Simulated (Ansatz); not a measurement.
# Dielectric function and optical constants of GdCu2C2 (model structure), part 2 of 2

Aim: the dielectric function of GdCu2C2 (model structure), and the optical constants that follow from it. The cell was made here by substitution or stacking, whether or not such a phase is known. It was built so: All Au replaced by Cu and Si replaced by C in the I4/mmm structure of GdSi2Au2.

Ansatz 0.2.0; DFT, PBE, plane-wave PAW, default files, scalar-relativistic, independent-particle optical response without local fields.

So far: Starting point; Relaxation. The relaxed cell has a = 3.619, c = 8.739 Å (conventional setting).

### Step 3. Ground state and bands

First the ground state: is it a metal or has it a gap?

This step: DFT, PBE, plane-wave PAW, default files, scalar-relativistic, ground state (Ansatz 0.2.0).

input.yaml reads:

```yaml
crystal:
  lattice:
    - [-1.8096587089, 1.8096587089, 4.3696393236]
    - [1.8096587089, -1.8096587089, 4.3696393236]
    - [1.8096587089, 1.8096587089, -4.3696393236]
  atoms:
    - { symbol: Gd, position: [0.0, 0.0, 0.0], spin: 7.0 }
    - { symbol: Cu, position: [0.25, 0.75, 0.5], spin: 0.6 }
    - { symbol: Cu, position: [0.75, 0.25, 0.5], spin: 0.6 }
    - { symbol: C, position: [0.5859588294, 0.5859588294, 0.0] }
    - { symbol: C, position: [0.4140411706, 0.4140411706, 0.0] }
magnetization:
  spin_polarized: true
kpoints:
  mp_grid: { grid: [9, 9, 9] }
  band_path:
    path:
      - [[0.0, 0.0, 0.0], [0.5, -0.5, 0.0], [0.5, -0.5, 0.08575751], [0.29287876, -0.29287876, 0.29287876], [0.0, 0.0, 0.0], [0.5, 0.5, -0.5], [0.70712124, 0.29287876, -0.29287876], [0.5, 0.0, 0.0], [0.75, -0.25, -0.25], [0.91424249, 0.08575751, -0.5], [0.5, 0.5, -0.5]]
      - [[0.5, -0.5, 0.0], [0.75, -0.25, -0.25]]
    npoints: 6
scf:
  occupations: { method: fermi_dirac, width: 0.05 }
  n_extra_bands: 9
hamiltonian:
  xc: pbe
  pseudopotentials: { kind: paw }
output:
  forces: true
  stress: true
  populations: true
  write_bands: true
  write_density: true
  write_potential: true
  elf: true
  volumetric_format: npy
```

Started as:

```
$ ansatz run input.yaml --threads 2 --pin off --max-ram 5120MiB --backend cpu --events-out ev --progress --plain --runs-dir out
```

Numbers of over 12 decimals in the logs are rounded to 6 here.

Output:

```text
Warning: the band count 41 (scf.n_extra_bands) hosts the net moment |M| = 8.2000 μB (N_el = 64) but caps the reachable moment at 2·n_bands − N_el = 18.0000 μB, below the 44 bands that the automatic rule leaves for it — a moment growing past the seed, or the majority channel's smearing tail, pins there with fewer empty majority states than that count leaves; raise or omit scf.n_extra_bands unless the cap is intended
Gd: projections on atomic orbitals take those of the free atom [Kr 4d10] 4f7 5s2 5p6 5d1 6s2, of charge +0.00 (hamiltonian.pseudopotentials.projection_atoms); the dataset's partial waves leave at most 2.5e-4 of an orbital's norm unspanned inside its sphere
[...]
Crystal: 5 atoms, lattice volume = 57.240 Å³
Basis set: ecut = 420 eV, 1083 PW (Γ), exchange–correlation on 72×72×72 points (8 copies of the dense FFT grid, shifted against one another)
Bands: 41, of which v1, the nominal top of the filled ones, is band 32 counted from 1 (31 counted from 0)
Symmetry: 16 space group operations
[...]
k-points: 75 of 729
[...]
Starting moments: Σ|m| = 8.2 μB on 3 of 5 sites
[...]
SCF iter   1: F=—  HF=-23096.871172 eV  |F-HF|=—  |Δ(HF+E_count)|=         —  Δρ=3.10e-1 (↑2.99e-1 ↓3.10e-1)  dr2=1.97e2  dr2_m=7.83e-2  M=7.378 μB ∫|m|=7.401 μB  β_m=0.30  ethr=3.10e-3  ⟨swp⟩=5.8  Hψ=20171  notcnv=0
[...]
SCF iter  14: F=-23083.170761 eV  HF=-23083.170761 eV  |F-HF|=6.02e-8  |Δ(HF+E_count)|=   8.76e-8  Δρ=6.33e-6 (↑5.34e-6 ↓6.33e-6)  dr2=4.38e-8  dr2_m=2.11e-9  M=6.941 μB ∫|m|=7.071 μB  ethr=1.56e-10  ⟨swp⟩=11.9  Hψ=48865  notcnv=0
SCF 1 converged in 14 iterations: F = -23083.170761 eV  dr2 = 4.38e-8
[...]
NSCF: frozen V_eff on 68 k-points
SCF converged after 14 iterations
Magnetization: 6.9409 μB (35.4705 up, 28.5295 down)
Absolute magnetization: 7.0796 μB (∫|ρ↑−ρ↓|, with the PAW one-centre terms)
[...]
Per-site moments (μB) at R_I (Å): [(6.846639, 1.100228), (0.00429389, 0.952337), (0.00429389, 0.952337), (-0.017126, 0.619755), (-0.017126, 0.619755)]
Free energy (F): -23083.170761 eV
[...]
Internal energy: -23083.162359 eV  (E = F + TS)
E sigma→0 (E₀):  -23083.166560 eV
Entropy (-TS):   -0.008402 eV (-1.680 meV/atom)
Fermi energy:    17.265822 eV
[...]
--- Forces (eV/Å), atoms counted from 1 ---
  atom   1  Gd    -0.00000000     0.00000000     0.00000000
  atom   2  Cu    -0.00000000     0.00000000    -0.00000000
  atom   3  Cu     0.00000000    -0.00000000     0.00000000
  atom   4  C     -0.00000000    -0.00000000     0.02160874
  atom   5  C      0.00000000     0.00000000    -0.02160874
  max |Σ_I F_I| component: 2.43e-17 eV/Å
--- Stress (GPa, compression-positive) ---
        0.023758      -0.000000       0.000000
       -0.000000       0.023758      -0.000000
        0.000000      -0.000000       0.050056
  P = ⅓ Tr σ = 0.0325 GPa (0.325 kbar)
--- Band table (eV; the first three rows and the last of 150) ---
  k-point 0 ↑: bands = [... 28 lower, 14.0514, 14.2510, 14.6543, 15.1230, 15.4891, 15.4891, 15.9703, 15.9703, ... 5 higher]
  k-point 1 ↑: bands = [... 28 lower, 14.0925, 14.1565, 14.4605, 14.5720, 15.1736, 15.4260, 15.7547, 15.9737, ... 5 higher]
  k-point 2 ↑: bands = [... 28 lower, 13.9722, 14.1648, 14.2039, 14.3686, 14.8177, 14.9880, 15.8449, 16.5820, ... 5 higher]
  k-point 74 ↓: bands = [... 28 lower, 18.0371, 18.1612, 18.3074, 18.3300, 18.3961, 18.6933, 18.7780, 18.8179, ... 5 higher]
--- Löwdin populations: 5 sites ---
  site symbol       q [e]    m [muB]
     0     Gd     17.8679     7.0005
     1     Cu     18.2707     0.0048
     2     Cu     18.2707     0.0048
     3      C      4.6496    -0.0344
     4      C      4.6496    -0.0344
  spilling = 0.004555 (of n_electrons = 64.000000)
```

It took 31 s on 2 threads of Arm Neoverse V1, shared host; peak memory 0.61 GiB; 60 s of CPU time.

This step gave:

| Item | Value |
| --- | --- |
| free energy | -23083.1708 eV |
| Fermi energy | 17.27 eV |
| magnetization | 6.941 μB |
| absolute magnetization | 7.080 μB |
| site moments | 6.847, 0.004294, 0.004294, -0.01713, -0.01713 μB |
| electrons | 64 |
| symmetry operations | 16 |
| pressure | 0.03252 GPa |
| volume | 57.24 Å³ |
| gap on the path | 0 eV |

There are states at the Fermi level within the smearing, so the occupations stay smeared and the carriers get a Drude term. The cell is left with a pressure of 0.0 GPa and forces up to 0.02 eV/Å after its relaxation.

Both spins together. Electronic bands along the path, in eV, zero at the Fermi level; # counts the bands kept:

```
    point    #36    #37    #38    #39    #40    #41   #42   #43
        Γ  -1.60  -1.60  -1.30  -1.30  -1.15  -0.59  0.99  1.18
        X  -1.98  -1.97  -1.44  -1.39   0.87   1.10  1.12  1.13
        Y  -1.97  -1.94  -1.31  -1.29   0.88   1.11  1.11  1.13
        S  -0.99  -0.78   0.69   1.00   1.08   1.14  1.19  1.19
        Γ  -1.60  -1.60  -1.30  -1.30  -1.15  -0.59  0.99  1.18
        Z  -0.11   0.32   0.87   0.92   1.04   1.04  1.21  1.47
       S1  -0.99  -0.78   0.69   1.00   1.08   1.14  1.19  1.19
        N  -0.60  -0.31   0.44   0.55   0.70   1.02  1.17  1.22
        P  -1.58  -1.58  -1.52  -1.52   1.02   1.02  1.12  1.13
       Y1  -1.97  -1.94  -1.31  -1.29   0.88   1.11  1.11  1.13
        Z  -0.11   0.32   0.87   0.92   1.04   1.04  1.21  1.47
jump to X  -1.98  -1.97  -1.44  -1.39   0.87   1.10  1.12  1.13
        P  -1.58  -1.58  -1.52  -1.52   1.02   1.02  1.12  1.13
```

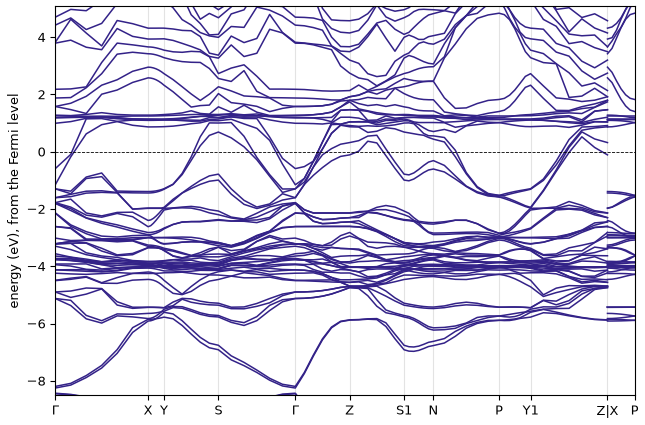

Electronic bands along the path.

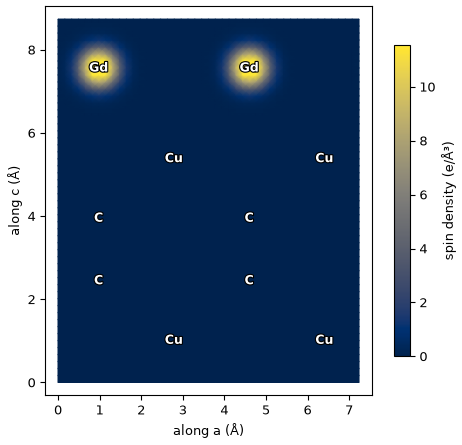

Spin density in the ac plane of the conventional cell at fractional y = 0.000, with atoms of Gd and Cu and C within 0.2 Å of it. The map starts off the cell's origin, so that atoms lie inside it.

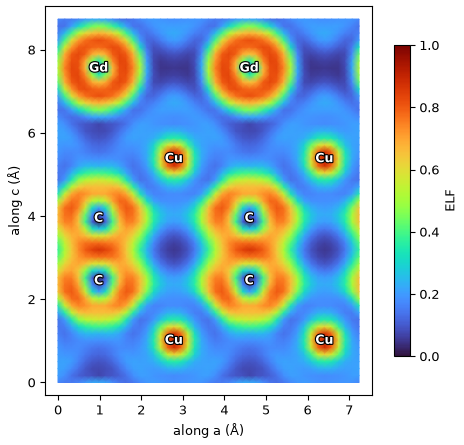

ELF in the ac plane of the conventional cell at fractional y = 0.000, with atoms of Gd and Cu and C within 0.2 Å of it. It is the smooth field of the valence electrons, not physical close to the nuclei. The map starts off the cell's origin, so that atoms lie inside it.

### Step 4. Spectrum

With the density converged, the vertical transitions are summed over the zone.

This step: DFT, PBE, plane-wave PAW, default files, scalar-relativistic, independent-particle optical response without local fields (Ansatz 0.2.0).

input.yaml, the sections that differ from step 3:

```yaml
kpoints:
  mp_grid: { grid: [11, 11, 11] }
scf:
  occupations: { method: fermi_dirac, width: 0.1 }
output:
  optics:
    e_range: [0, 25]
    de: 0.05
    sigma: 0.15
    drude_damping: 0.1
    nscf_kmesh: { grid: [13, 13, 13] }
    bands: auto
# crystal, magnetization, hamiltonian: as in step 3
```

Output:

```text
[...]
Crystal: 5 atoms, lattice volume = 57.240 Å³
Basis set: ecut = 420 eV, 1083 PW (Γ)
Bands: 44, of which v1, the nominal top of the filled ones, is band 32 counted from 1 (31 counted from 0)
Symmetry: 16 space group operations
[...]
k-points: 126 of 1331
[...]
Starting moments: Σ|m| = 8.2 μB on 3 of 5 sites
[...]
SCF iter   1: F=—  HF=-23096.942080 eV  |F-HF|=—  |Δ(HF+E_count)|=         —  Δρ=3.11e-1 (↑3.00e-1 ↓3.11e-1)  dr2=1.98e2  dr2_m=7.82e-2  M=7.332 μB ∫|m|=7.367 μB  β_m=0.30  ethr=3.10e-3  ⟨swp⟩=5.9  Hψ=36502  notcnv=0
[...]
SCF iter  19: F=-23083.180115 eV  HF=-23083.180115 eV  |F-HF|=7.28e-12  |Δ(HF+E_count)|=    0.00e0  Δρ=3.55e-8 (↑8.76e-9 ↓3.55e-8)  dr2=7.73e-13  dr2_m=1.45e-13  M=6.907 μB ∫|m|=7.074 μB  ethr=1.00e-12  ⟨swp⟩=8.2  Hψ=38162  notcnv=0
SCF 1 converged in 19 iterations: F = -23083.180115 eV  dr2 = 7.73e-13
[...]
output.optics: what the bands over the 135 summed would add to eps1, eps2 and the energy-loss function is held between a lower and an upper bound (5 Lanczos steps). eps1, eps2 and their loss function (loss_summed_bands) are given on every row as the summed bands alone make them. Along an axis, on a row where the two bounds hold the loss function to about 1 % of the greater of itself and 0.5 % of |1/eps|, its cell (loss_completed) is given, with the completed eps1 and eps2 that it is formed of (a cell that is left empty reads nan in the table and null in the record). The two bounds hold it so along every axis on all 500 rows up to 25.000 eV. [rest of the remark cut]
SCF converged after 19 iterations
Magnetization: 6.9069 μB (35.4535 up, 28.5465 down)
Absolute magnetization: 7.0829 μB (∫|ρ↑−ρ↓|, with the PAW one-centre terms)
[...]
Per-site moments (μB) at R_I (Å): [(6.840752, 1.100228), (-0.000863277, 0.952337), (-0.000863277, 0.952337), (-0.020609, 0.619755), (-0.020609, 0.619755)]
Free energy (F): -23083.180115 eV
[...]
Internal energy: -23083.137555 eV  (E = F + TS)
E sigma→0 (E₀):  -23083.158835 eV
Entropy (-TS):   -0.042560 eV (-8.512 meV/atom)
Fermi energy:    17.262644 eV
[...]
--- Band table (eV; the first three rows and the last of 252) ---
  k-point 0 ↑: bands = [... 28 lower, 14.0511, 14.2548, 14.6522, 15.1228, 15.4929, 15.4929, 15.9760, 15.9760, ... 8 higher]
  k-point 1 ↑: bands = [... 28 lower, 14.1417, 14.1508, 14.5973, 14.6048, 15.2907, 15.5650, 15.7173, 15.8329, ... 8 higher]
  k-point 2 ↑: bands = [... 28 lower, 14.0681, 14.1710, 14.1997, 14.4450, 14.9116, 15.0745, 15.8320, 16.4737, ... 8 higher]
  k-point 125 ↓: bands = [... 28 lower, 18.1032, 18.1674, 18.3236, 18.3406, 18.4319, 18.7242, 18.8043, 18.8553, ... 8 higher]
```

It took 14 min on 2 threads; peak memory 3.2 GiB; 24 min of CPU time.

Numbers from this step:

```
magnetization                                                : 6.907 μB
absolute magnetization                                       : 7.083 μB
site moments                                                 : 6.841, -8.63e-4, -8.63e-4, -0.02061, -0.02061 μB
main peak of the optical conductivity above 1 eV, first axis : 9.836 eV
centre of weight of the strongest loss peak in the window    : 16.78 eV
Drude plasma energy, first axis                              : 4.851 eV
bands summed                                                 : 135
spectra valid up to                                          : 68.4862 eV
program's estimate of the k-sum error in Im epsilon          : 0.47 %
electrons in the f-sum                                       : 39.26
```

The Im ε has structure finer than the step of the table below, so its rows give means over 1 eV, whole bins alone (the curve runs from 0.3 to 25 eV). Peaks (eV: height): E ∥ x or y 3.8: 11.9; E ∥ z 1.0: 27.6, 6.8: 11.3.

Im ε against photon energy; means over each step:

```
photon energy (eV)  E ∥ x or y  E ∥ z
                 1        16.9   22.3
                 2        8.74   15.4
                 3        7.79   8.00
                 4        10.7   6.24
                 5        7.60   8.08
                 6        6.23   9.35
                 7        7.24   9.65
                 8        5.54   6.60
                 9        5.84   4.96
                10        5.73   3.43
                11        3.73   2.79
                12        2.16   1.90
                13        1.41   1.81
                14        1.10   1.57
                15        1.10   1.36
                16       0.845   1.16
                17       0.623   1.23
                18       0.627  0.870
                19       0.673  0.694
                20       0.799  0.706
                21       0.831  0.935
                22       0.895   1.30
                23        1.07   1.14
                24        1.28   1.56
```

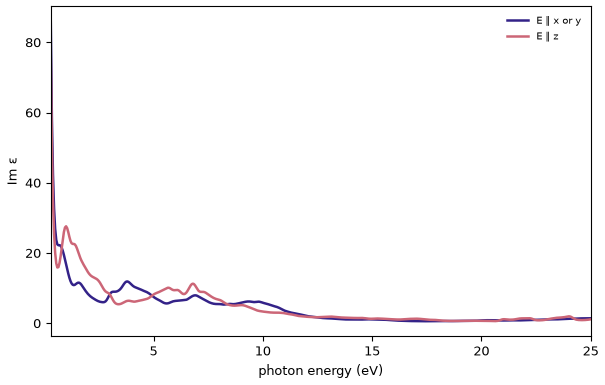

Im ε, plotted against photon energy.

The Re ε by photon energy:

```
photon energy (eV)  E ∥ x or y     E ∥ z
                 2        1.14    -0.456
                 4        2.88      3.93
                 6        2.40      2.42
                 8       0.391     -2.18
                10       -1.50     -1.85
                12       -2.00     -1.06
                14      -0.572    -0.406
                16      -0.220   -0.0731
                18       0.483  -0.00509
                20       0.903     0.646
                22        1.05     0.774
                24        1.05     0.362
```

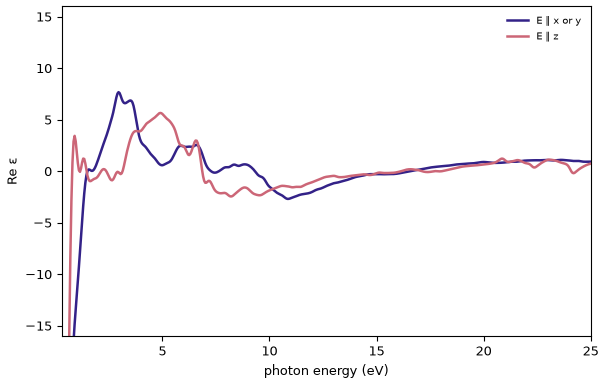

Re ε, plotted against photon energy. Below 1 eV the curve runs off the scale.

The refractive index n and extinction k by photon energy:

```
photon energy (eV)  n, E ∥ x or y  k, E ∥ x or y  n, E ∥ z  k, E ∥ z
               2.5           2.42           1.29      2.40      2.50
               5.0           2.02           1.87      2.78      1.47
               7.5           1.73           1.77      1.80      2.28
              10.0           1.51           1.94     0.993      1.69
              12.5          0.591           1.39     0.777      1.11
              15.0          0.661          0.847     0.747     0.863
              17.5          0.727          0.411     0.705     0.746
              20.0           1.03          0.392     0.897     0.397
              22.5           1.12          0.443     0.877     0.515
              25.0           1.15          0.622      1.02     0.553
```

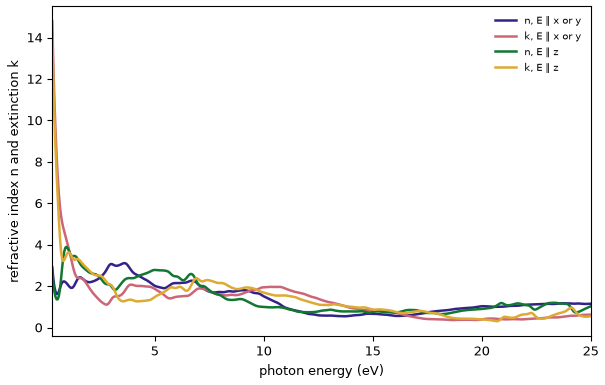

Refractive index n and extinction k, plotted against photon energy.

Values under 1 per cm are given as 1. The absorption coefficient by photon energy:

```
photon energy (eV)  E ∥ x or y (1/cm)  E ∥ z (1/cm)
              1.00              4.1e5         3.6e5
              2.00              3.9e5         5.6e5
              3.00              4.1e5         6.2e5
              4.00              8.3e5         5.3e5
              5.00              9.5e5         7.5e5
              6.00              9.0e5         1.2e6
              7.00              1.3e6         1.7e6
              8.00              1.3e6         1.7e6
              9.00              1.5e6         1.7e6
             10.00              2.0e6         1.7e6
             11.00              2.1e6         1.7e6
             12.00              1.9e6         1.5e6
             13.00              1.6e6         1.4e6
             14.00              1.3e6         1.4e6
             15.00              1.3e6         1.3e6
             16.00              1.2e6         1.3e6
             17.00              8.4e5         1.3e6
             18.00              7.2e5         1.2e6
             19.00              7.1e5         8.3e5
             20.00              8.0e5         8.1e5
             21.00              8.5e5         1.1e6
             22.00              9.0e5         1.4e6
             23.00              1.1e6         1.1e6
             24.00              1.4e6         2.2e6
             25.00              1.6e6         1.4e6
```

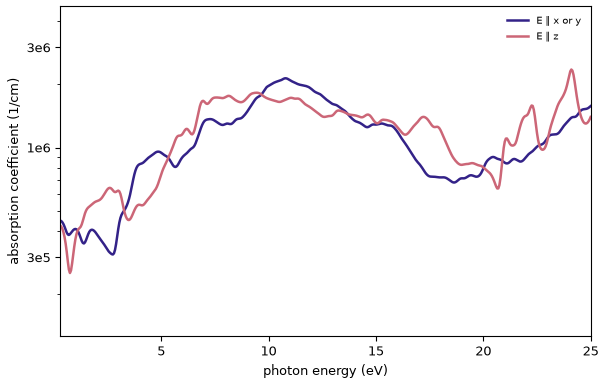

Absorption coefficient against photon energy.

The loss function −Im 1/ε at q → 0 has structure finer than the step of the table below, so its rows give means over 2.5 eV, whole bins alone (the curve runs from 0.3 to 25 eV). Peaks (eV: height): E ∥ x or y 16.80: 1.54; E ∥ z 16.20: 0.930, 18.40: 1.34, 22.45: 0.859, 24.45: 1.02.

Table of loss function −Im 1/ε at q → 0 by energy loss; means over each step:

```
energy loss (eV)  E ∥ x or y   E ∥ z
             2.5      0.0897  0.0944
             5.0       0.123  0.0959
             7.5       0.157   0.124
            10.0       0.169   0.225
            12.5       0.348   0.452
            15.0       0.884   0.723
            17.5        1.21   0.998
            20.0       0.619   0.740
            22.5       0.479   0.542
```

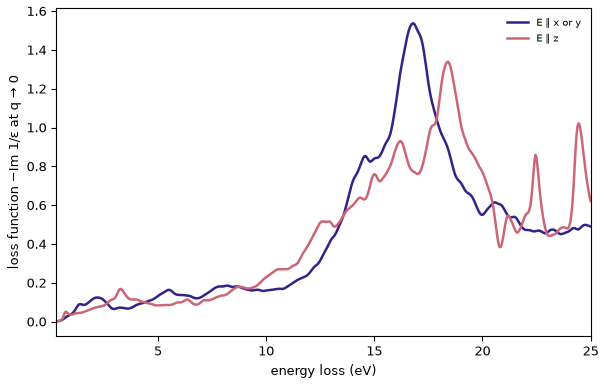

Loss function −Im 1/ε at q → 0 against energy loss.

From ε follow the optical constants at some laser and lamp lines:

```
wavelength (nm)  n xy   k xy  R (%) xy  1/α xy   n z    k z  R (%) z  1/α z
           1550  2.22  4.844      73.7   25 nm  3.34  3.209     54.1  38 nm
           1064  1.92  3.318      60.7   26 nm  3.49  3.481     56.7  24 nm
            800  2.42  2.387      44.3   27 nm  3.13  3.255     54.7  20 nm
            633  2.19  1.978      37.8   25 nm  2.69  2.790     49.7  18 nm
            365  3.02  1.539      34.8   19 nm  2.03  1.337     26.0  22 nm
            308  2.64  2.050      39.5   12 nm  2.39  1.307     27.6  19 nm
            248  2.02  1.867      35.9   11 nm  2.78  1.471     32.4  13 nm
```

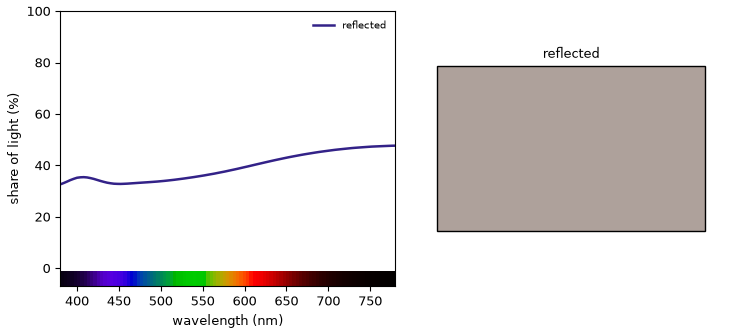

Light reflected across the visible range, with the colour that it makes of daylight (sRGB).

A polished face would reflect 37 % of daylight and look grey (CIE x = 0.330, y = 0.337 under D65).

### Step 5. Results

```yaml
gap_on_the_path: 0 eV
main_peak_of_the_optical_conductivity_above_1_ev_first_axis: 9.84 eV
drude_plasma_energy_first_axis: 4.85 eV
centre_of_weight_of_the_strongest_loss_peak_in_the_window_first_axis: 16.8 eV
```

**Reading.** At this level (PBE, independent particles) GdCu2C2 is a metal with a Drude plasma energy of 4.9 eV; it reflects 31 % at 550 nm for E ∥ x. The cell shrank by 13.7 % in volume. Along x the bare Drude plasma energy is 4.9 eV; Re ε first rises through zero at 1.50 eV, far lower, because interband transitions screen the carriers. Im ε is 11 there, so the loss peak at that energy is weak. The strongest loss structure up to 25 eV has its centre of weight at 16.8 eV; a free-electron gas of the 39.3 electrons in the f-sum would put its plasmon at 30.7 eV. A polished face would reflect 37 % of daylight and look grey (CIE x = 0.330, y = 0.337 under D65). In the base run ε includes the program's bounded estimate of what the bands above those summed add. The carriers' damping of 0.1 eV is typed, not computed; at 0.8 eV the carriers give 21 % of Im ε along the first axis; the rest comes from the sum over bands, which at low energy also holds close bands and the noise of the mesh. Open f shells are treated without a Hubbard term, which puts f bands too near the Fermi level. Spin-orbit coupling is left out although heavy atoms are present. The magnetic state comes from one start and need not be the lowest. The Fermi-Dirac width of 0.1 eV acts as an electron temperature of 1200 K in the carriers' term.

[Logs are printed without paths, hosts, clocks, repeated set-up lines and the standing remarks that a program may print on its own settings, such as how far it seeks lower states.]

[Hosts, paths, dates, database ids (printed as entryN), source tags and the programs' standing remarks are cut or masked in the printed files.]
